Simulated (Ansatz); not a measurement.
# GeSiNH7 (SMILES [SiH3][NH][GeH3]) at wB97X/def2-SVP

What is the vertical ionisation energy of GeSiNH7 at wB97X/def2-SVP? 

The calculation is run with Ansatz 0.2.0.

37 further runs of the same task are left out: 37 set aside as unsound or not needed.

### Step 1. Starting point

GeSiNH7 has 10 atoms, charge 0, and is taken as a singlet. As SMILES, `[SiH3][NH][GeH3]`. The shape is that of a PBE0-D4/def2-TZVP optimisation.

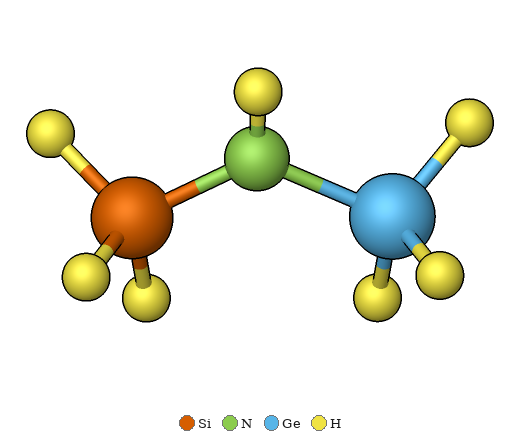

The structure, seen from a chosen angle (silicon orange, nitrogen green, germanium blue, hydrogen yellow).

### Step 2. A single-point energy at wB97X/def2-SVP

run.yaml reads:

```yaml
crystal:
  periodic: [false, false, false]
  atoms:
    - {symbol: Si, position_ang: [-1.146800, 0.522200, -0.945600]}
    - {symbol: N, position_ang: [0.461400, 0.319100, -0.375700]}
    - {symbol: Ge, position_ang: [1.020100, -0.675800, 1.066200]}
    - {symbol: H, position_ang: [-1.923700, -0.668500, -0.512900]}
    - {symbol: H, position_ang: [-1.160200, 0.627200, -2.430500]}
    - {symbol: H, position_ang: [-1.835500, 1.735800, -0.416100]}
    - {symbol: H, position_ang: [1.159100, 0.952900, -0.736500]}
    - {symbol: H, position_ang: [-0.018900, -1.787400, 1.262400]}
    - {symbol: H, position_ang: [1.119900, 0.180400, 2.345600]}
    - {symbol: H, position_ang: [2.407800, -1.257200, 0.745900]}
basis:
  gaussian:
    orbitals: def2-SVP
hamiltonian:
  xc: {name: wB97X}
accuracy: high
output: {orbitals: {seedname: orbitals}}
```

On the command line:

```sh
$ ansatz run run.yaml --threads 1 --pin off --max-ram 3480MiB --events-out events.jsonl --progress --plain --runs-dir runs
```

Standard output:

```text
Warning: RAYON_NUM_THREADS=1 ignored (pool sized by the plan → 1); use --threads N
Functional definition: wB97X
  name "wB97X"
  parameter omega = 0.3/bohr
  parameter cx = 0.157706
  parameter cx1 = 0.726479
  parameter cx2 = 1.04760
  parameter cx3 = -5.70635
  parameter cx4 = 13.2794
  parameter css1 = -4.33879
  parameter css2 = 18.2308
  parameter css3 = -31.7430
  parameter css4 = 17.2901
  parameter cos1 = 2.37031
  parameter cos2 = -11.3995
  parameter cos3 = 6.58405
  parameter cos4 = -3.78132
  exchange = spin_sum(e_x_unif_sr(omega)*poly(b97_u_x, 1 - cx, cx1, cx2, cx3, cx4)) + cx*exact_x_sr(omega)
      + exact_x_lr(omega)
  correlation = spin_sum(e_c_pw_same_spin*poly(b97_u_same, 1, css1, css2, css3, css4))
      + integral(e_c_pw_opposite_spin*poly(b97_u_opposite, 1, cos1, cos2, cos3, cos4))
2209 factors; integrals over basis functions are off by at most 4.3e-9 eV
405 factors; integrals over basis functions are off by at most 2.1e-9 eV
mean field evaluation 1: about -65986.5744 eV, gradient 4.4e1 eV
mean field evaluation 2: about -65986.0797 eV, gradient 4.6e1 eV
mean field evaluation 4: about -65990.1435 eV, gradient 7.2e-1 eV
mean field evaluation 8: about -65990.2297 eV, gradient 2.8e-2 eV
mean field evaluation 16: about -65990.2297 eV, gradient 3.9e-6 eV
mean field -65990.22974044 eV, -2425.0962131770 hartree, gradient 5.2e-9 eV, S^2 0.000000; 0 other end points of the search recorded, 0 dependent functions left out
reference -65990.22973707 eV, -2425.0962130531 hartree; 30, 30 occupied and 69, 69 virtual orbitals, 2209 factors
Total energy: -65990.22973707 eV, -2425.0962130531 hartree
```

It took 35 s on 1 thread of Arm Neoverse V1, shared host; peak memory 0.63 GiB.

### Step 3. The doublet cation

molecule.yaml reads:

```yaml
crystal:
  periodic: [false, false, false]
  atoms:
    - {symbol: Si, position_ang: [-1.146800, 0.522200, -0.945600]}
    - {symbol: N, position_ang: [0.461400, 0.319100, -0.375700]}
    - {symbol: Ge, position_ang: [1.020100, -0.675800, 1.066200]}
    - {symbol: H, position_ang: [-1.923700, -0.668500, -0.512900]}
    - {symbol: H, position_ang: [-1.160200, 0.627200, -2.430500]}
    - {symbol: H, position_ang: [-1.835500, 1.735800, -0.416100]}
    - {symbol: H, position_ang: [1.159100, 0.952900, -0.736500]}
    - {symbol: H, position_ang: [-0.018900, -1.787400, 1.262400]}
    - {symbol: H, position_ang: [1.119900, 0.180400, 2.345600]}
    - {symbol: H, position_ang: [2.407800, -1.257200, 0.745900]}
basis:
  gaussian: {orbitals: def2-SVP}
total_charge: 1
magnetization: {spin_polarized: true, initial_magnetization: 1}
hamiltonian: {xc: {name: wB97X}}
accuracy: high
output: {orbitals: {seedname: orbitals}}
```

On the command line:

```sh
$ ansatz run molecule.yaml --threads 1 --pin off --max-ram 3480MiB --events-out events.jsonl --progress --plain --runs-dir runs
```

Standard output (excerpt; [...] marks lines left out):

```text
Warning: RAYON_NUM_THREADS=1 ignored (pool sized by the plan → 1); use --threads N
[... 2 set-up lines as earlier in the session ...]
[...]
      + exact_x_lr(omega)
[...]
      + integral(e_c_pw_opposite_spin*poly(b97_u_opposite, 1, cos1, cos2, cos3, cos4))
2206 factors; integrals over basis functions are off by at most 4.3e-9 eV
405 factors; integrals over basis functions are off by at most 2.1e-9 eV
[...]
mean field -65980.84476360 eV, -2424.7513216394 hartree, gradient 6.1e-8 eV, S^2 0.758973; 0 other end points of the search recorded, 0 dependent functions left out
reference -65980.84476023 eV, -2424.7513215155 hartree; 30, 29 occupied and 69, 70 virtual orbitals, 2206 factors
Total energy: -65980.84476023 eV, -2424.7513215155 hartree
```

Wall time 77 s (1 thread of Arm Neoverse V1, shared host); peak memory 1.1 GiB.

### Step 4. Results

Level: wB97X/def2-SVP.

| quantity | value |
| --- | --- |
| singlet GeSiNH7: total energy | -2425.09621 Eh |
| singlet GeSiNH7: HOMO energy | -9.53 eV |
| singlet GeSiNH7: LUMO energy | 2.48 eV |
| singlet GeSiNH7: HOMO–LUMO gap | 12.01 eV |
| doublet cation: total energy | -2424.75132 Eh |
| doublet cation: HOMO energy (highest over α and β) | -16.96 eV |
| doublet cation: LUMO energy (lowest over α and β) | -9.19 eV |
| doublet cation: ⟨S²⟩ | 0.759 |
| vertical ionisation energy (to the doublet cation) | 9.385 eV |

What this shows: Removing an electron at fixed nuclei costs 9.38 eV (906 kJ/mol). The negative HOMO energy of the first species, 9.53 eV, lies 0.14 eV above that difference.
